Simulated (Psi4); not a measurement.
# InCl2F (SMILES [F][In]([Cl])[Cl]): DSD-PBEP86/def2-SVP (core potential, density fitting for correlation)

What is the vertical ionisation energy of InCl2F at DSD-PBEP86/def2-SVP (core potential, density fitting for correlation)? 

Program for the calculation: Psi4 1.11.

6 further runs of the same task are left out: 4 that didn't finish, 2 set aside as unsound or not needed.

### 1 The molecule

The species is InCl2F (4 atoms), meant as a singlet with charge 0. SMILES: `[F][In]([Cl])[Cl]`. The coordinates come from a PBE0-D4/def2-TZVP relaxation.

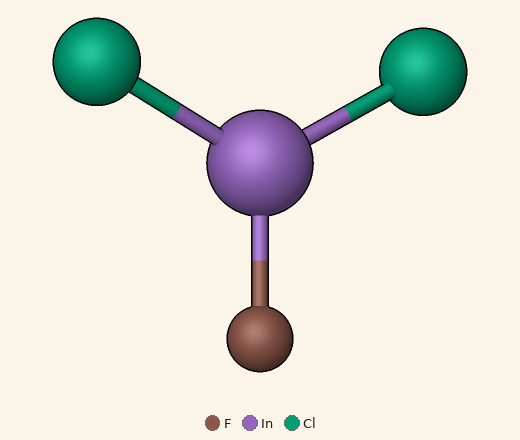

Viewed from a chosen angle; fluorine brown, indium purple, chlorine teal.

### 2 The energy at DSD-PBEP86/def2-SVP (core potential, density fitting for correlation)

The input, job.in:

```
memory 2200 MB

molecule geom {
  F      0.230900     0.992100     1.678900
  In     0.019100     0.009200     0.035600
  Cl     1.200200    -1.933300    -0.195800
  Cl    -1.394700     0.871700    -1.539000
  units angstrom
  symmetry c1
  no_reorient
  no_com
}

set {
  basis                def2-SVP
  reference            rks
  puream               true
  e_convergence        1e-09
  d_convergence        1e-08
  scf_type             pk
  dft_radial_points    99
  dft_spherical_points 590
  num_frozen_docc      15
}

e_tot, wfn = energy('dsd-pbep86', return_wfn=True)
```

Run with:

```sh
$ psi4 job.in job.out -n 1
```

job.out:

```text
[...]
    !!!  WARNING: ECP capability is in beta. Please check occupations closely.  !!!
[...]
  Running in c1 symmetry.
[...]
  Nuclear repulsion =  299.904224814640884
[...]
  Multiplicity = 1
[...]
  Nalpha       = 32
  Nbeta        = 32
[...]
    Number of basis functions: 76
[...]
   @RKS iter   1: -1208.44193596693481   -1.43559e+00   6.60848e-03 DIIS/ADIIS
[...]
   @RKS iter  12: -1208.55171138262381   -6.82121e-13   1.57441e-09 DIIS
[...]
    Orbital Energies [Eh]
    ---------------------
    Doubly Occupied:
       1A   -103.656354     2A   -103.656344     3A    -25.680395
       4A    -10.192079     5A    -10.192069     6A     -7.763711
       7A     -7.763700     8A     -7.759780     9A     -7.759770
      10A     -7.759469    11A     -7.759458    12A     -5.221539
      13A     -3.535585    14A     -3.529514    15A     -3.526894
      16A     -1.358670    17A     -1.057828    18A     -1.052811
      19A     -1.026415    20A     -1.024288    21A     -1.018004
      22A     -0.974699    23A     -0.967764    24A     -0.580879
      25A     -0.531470    26A     -0.527168    27A     -0.505081
      28A     -0.465362    29A     -0.446270    30A     -0.436643
      31A     -0.433630    32A     -0.430054
[...]
  @RKS Final Energy: -1208.55171138262381
   => Energetics <=
    Nuclear Repulsion Energy =            299.9042248146408838
    One-Electron Energy =               -2342.8298941838020255
    Two-Electron Energy =                 858.2553752251994865
    DFT Exchange-Correlation Energy =     -23.8814172386620811
    Empirical Dispersion Energy =           0.0000000000000000
    VV10 Nonlocal Energy =                  0.0000000000000000
    Total Energy =                      -1208.5517113826238074
[...]
 Multipole Moments:
 ------------------------------------------------------------------------------------
     Multipole            Electronic (a.u.)      Nuclear  (a.u.)        Total (a.u.)
 ------------------------------------------------------------------------------------
 L = 1.  Multiply by 2.5417464519 to convert [e a0] to [Debye]
 Dipole X            :          1.5156876           -1.5633704           -0.0476828
 Dipole Y            :         16.6445583          -16.8659946           -0.2214364
 Dipole Z            :         25.3944664          -25.7643370           -0.3698706
 Magnitude           :                                                    0.4337188
[...]
```

Run time: 8.4 s. Hardware: 1 thread of Intel Xeon Platinum 8259CL at 2.50GHz (Skylake/Cascade Lake), shared host; peak memory 0.61 GiB.

### 3 The doublet cation at the same level

The input, cl2fin.xyz:

```xyz
4
Cl2FIn
F      0.230900     0.992100     1.678900
In     0.019100     0.009200     0.035600
Cl     1.200200    -1.933300    -0.195800
Cl    -1.394700     0.871700    -1.539000
```

The input, cl2fin.py:

```python
import psi4

psi4.set_memory('2200 MB')
psi4.set_num_threads(1)
psi4.set_output_file('output.dat', False)

with open('cl2fin.xyz') as f:
    atoms = ''.join(f.readlines()[2:])
geom = psi4.geometry('1 2\n' + atoms + 'symmetry c1\nno_reorient\nno_com')

psi4.set_options({
    'basis': 'def2-SVP',
    'reference': 'uks',
    'puream': True,
    'e_convergence': 1e-09,
    'd_convergence': 1e-08,
    'scf_type': 'pk',
    'dft_radial_points': 99,
    'dft_spherical_points': 590,
    'num_frozen_docc': 15,
    'maxiter': 100,
})

e, wfn = psi4.energy('dsd-pbep86', molecule=geom, return_wfn=True)
print(f'dsd-pbep86 energy: {e:.10f} Eh')
```

Run with:

```sh
$ python cl2fin.py
```

output.dat:

```text
[...]
    !!!  WARNING: ECP capability is in beta. Please check occupations closely.  !!!
[...]
  Running in c1 symmetry.
[...]
  Nuclear repulsion =  299.904224814640884
[...]
  Multiplicity = 2
[...]
  Nalpha       = 32
  Nbeta        = 31
[...]
    Number of basis functions: 76
[...]
   @UKS iter   1: -1208.00060178170065   -9.94251e-01   6.30790e-03 ADIIS/DIIS
[...]
   @UKS iter  31: -1208.11702734152664   -8.41283e-12   6.09400e-09 DIIS
[...]
   @S^2 Observed:                7.557270505E-01
[...]
    Orbital Energies [Eh]
    ---------------------
    Alpha Occupied:
       1A   -104.046666     2A   -103.841989     3A    -25.867392
       4A    -10.581454     5A    -10.376415     6A     -8.168181
       7A     -8.146606     8A     -8.143201     9A     -7.949034
      10A     -7.943293    11A     -7.943194    12A     -5.443224
      13A     -3.754885    14A     -3.753831    15A     -3.747290
      16A     -1.540599    17A     -1.401368    18A     -1.264528
      19A     -1.248124    20A     -1.242516    21A     -1.241640
      22A     -1.233854    23A     -1.159057    24A     -0.851348
      25A     -0.844789    26A     -0.785264    27A     -0.734816
      28A     -0.704687    29A     -0.704330    30A     -0.658870
      31A     -0.610244    32A     -0.608195
[...]
  @UKS Final Energy: -1208.11702734152664
   => Energetics <=
    Nuclear Repulsion Energy =            299.9042248146408838
    One-Electron Energy =               -2327.2257019222124654
    Two-Electron Energy =                 842.9749695044624787
    DFT Exchange-Correlation Energy =     -23.7705197384174944
    Empirical Dispersion Energy =           0.0000000000000000
    VV10 Nonlocal Energy =                  0.0000000000000000
    Total Energy =                      -1208.1170273415266365
[...]
 Multipole Moments:
 ------------------------------------------------------------------------------------
     Multipole            Electronic (a.u.)      Nuclear  (a.u.)        Total (a.u.)
 ------------------------------------------------------------------------------------
 L = 1.  Multiply by 2.5417464519 to convert [e a0] to [Debye]
 Dipole X            :          2.8147116           -1.5633704            1.2513411
 Dipole Y            :         14.3675390          -16.8659946           -2.4984557
 Dipole Z            :         24.9391798          -25.7643370           -0.8251572
 Magnitude           :                                                    2.9135923
[...]
```

On the terminal:

```text
dsd-pbep86 energy: -1208.3852466525 Eh
```

Run time: 21 s. Hardware: 1 thread of Intel Xeon Platinum 8259CL at 2.50GHz (Skylake/Cascade Lake), shared host; peak memory 0.61 GiB.

### 4 What came out

At DSD-PBEP86/def2-SVP (core potential, density fitting for correlation), 15 core orbitals frozen:

```
                                                                quantity           value
                                            singlet InCl2F: total energy  -1208.82903 Eh
                       singlet InCl2F: HOMO energy (SCF part's orbitals)       -11.70 eV
                       singlet InCl2F: LUMO energy (SCF part's orbitals)        -0.78 eV
                     singlet InCl2F: HOMO–LUMO gap (SCF part's orbitals)        10.92 eV
                                            doublet cation: total energy  -1208.38525 Eh
doublet cation: HOMO energy (SCF part's orbitals) (highest over α and β)       -16.47 eV
 doublet cation: LUMO energy (SCF part's orbitals) (lowest over α and β)       -11.91 eV
                                                    doublet cation: ⟨S²⟩           0.756
                      vertical ionisation energy (to the doublet cation)       12.076 eV
```

**Reading.** Removing an electron at fixed nuclei costs 12.08 eV (1165 kJ/mol). The negative HOMO energy of the first species, 11.70 eV, lies 0.37 eV below that difference.
